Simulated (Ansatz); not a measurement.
# Convergence study of the k-point mesh for ScGa3 (P4mm, 4 atoms in the cell)

```yaml
crystal:
  lattice:
    - [4.06135, 0.00000, 0.00000]
    - [0.00000, 4.06135, 0.00000]
    - [0.00000, 0.00000, 4.06135]
  atoms:
    - { symbol: Sc, position: [0.00000, 0.00000, 0.01231] }
    - { symbol: Ga, position: [0.50000, 0.50000, 0.00000] }
    - { symbol: Ga, position: [0.00000, 0.50000, 0.50000] }
    - { symbol: Ga, position: [0.50000, 0.00000, 0.50000] }
```

Method: PBEsol, default PAW files made with PBE (plane waves; Ansatz, a quantum-chemistry and plane-wave program).

Base settings: basis.ecutwfc = 420 eV; kpoints.mp_grid.grid = 8 8 8; hamiltonian.xc = pbesol; hamiltonian.pseudopotentials = {kind: paw} (the program's default PAW files); scf.occupations.method = gaussian; scf.occupations.width = 0.1 eV.

The second cell is the first with its lattice scaled by 0.98.

Only quantities that move along the ladder and can be compared are tabulated.

The count of work is k-points × plane waves × bands × iterations; it is no time. Core times come from one kind of shared machine, to one figure; runs under 30 s give none.

The starting cell comes from a database of computed structures (which also holds hypothetical and non-ambient phases and stackings), without a prior relaxation at this level. Its lattice was rescaled by up to half a per cent. One atom was moved a little off its site on purpose. Ansatz's pressure includes its estimate of the finite-basis (Pulay) stress.

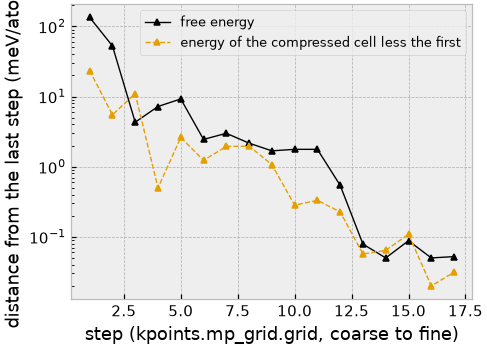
Distance from the last step along the ladder; very small values are drawn at a floor.

| kpoints.mp_grid.grid | free energy less the last step's (meV/atom) | energy of the compressed cell less the first (meV/atom) | pressure (GPa) | largest difference of a force vector from the last step's (eV/Å) | count of work / last | core time / last (rough) |
|---|---|---|---|---|---|---|
| 2 2 2 | 134.15 | 34.34 | 2.43 | 0.070 | 0.0041 | – |
| 3 3 3 | 52.61 | 5.44 | -1.74 | 0.027 | 0.0041 | – |
| 4 4 4 | -4.30 | 21.90 | 0.66 | 0.011 | 0.010 | – |
| 5 5 5 | -7.20 | 10.43 | -1.06 | 0.014 | 0.010 | – |
| 6 6 6 | -9.23 | 13.53 | -0.50 | 0.006 | 0.023 | – |
| 7 7 7 | 2.45 | 9.70 | -0.92 | 0.003 | 0.027 | – |
| 8 8 8 | -2.99 | 12.87 | -0.48 | 0.004 | 0.051 | – |
| 9 9 9 | -2.16 | 12.89 | -0.53 | 0.003 | 0.051 | – |
| 10 10 10 | -1.68 | 12.00 | -0.72 | 0.003 | 0.086 | – |
| 11 11 11 | -1.77 | 11.21 | -0.79 | 0.001 | 0.086 | – |
| 12 12 12 | -1.76 | 11.26 | -0.83 | 0.001 | 0.13 | 0.1 |
| 14 14 14 | -0.54 | 10.70 | -0.85 | 0.000 | 0.20 | 0.2 |
| 16 16 16 | -0.08 | 10.87 | -0.82 | 0.000 | 0.28 | 0.3 |
| 18 18 18 | -0.05 | 10.86 | -0.84 | 0.000 | 0.37 | 0.4 |
| 20 20 20 | 0.09 | 10.82 | -0.82 | 0.000 | 0.49 | 0.5 |
| 22 22 22 | -0.03 | 10.91 | -0.81 | 0.000 | 0.64 | 0.6 |
| 24 24 24 | -0.05 | 10.90 | -0.82 | 0.000 | 0.80 | 0.8 |
| 27 27 27 | 0.00 | 10.93 | -0.80 | 0.000 | 1.0 | 1 |

Coarsest kpoints.mp_grid.grid that holds the forces within 0.005 eV/Å of the last step, with all finer ones: 7 7 7, at 0.027 of the last step's count of work; the step before is off by 0.006 eV/Å.

Coarsest kpoints.mp_grid.grid that holds the energy of the compressed cell less the first within 1 meV/atom of the last step, with all finer ones: 11 11 11, at 0.086 of the last step's count of work; the step before is off by 1.1 meV/atom.

Coarsest kpoints.mp_grid.grid that holds the pressure within 0.1 GPa of the last step, with all finer ones: 10 10 10, at 0.086 of the last step's count of work; the step before is off by 0.27 GPa.

The energy difference between the two cells stays within 1 meV/atom of the last step's from 11 11 11 on, the total only from 14 14 14 on: much of the error is common to both cells and cancels.

Two neighbours can agree and both be off: 8 8 8 and 9 9 9 differ by 0.02 meV/atom in the energy of the compressed cell less the first, yet lie about 2.0 meV/atom from the last step.

Keys are those of Ansatz 0.2.
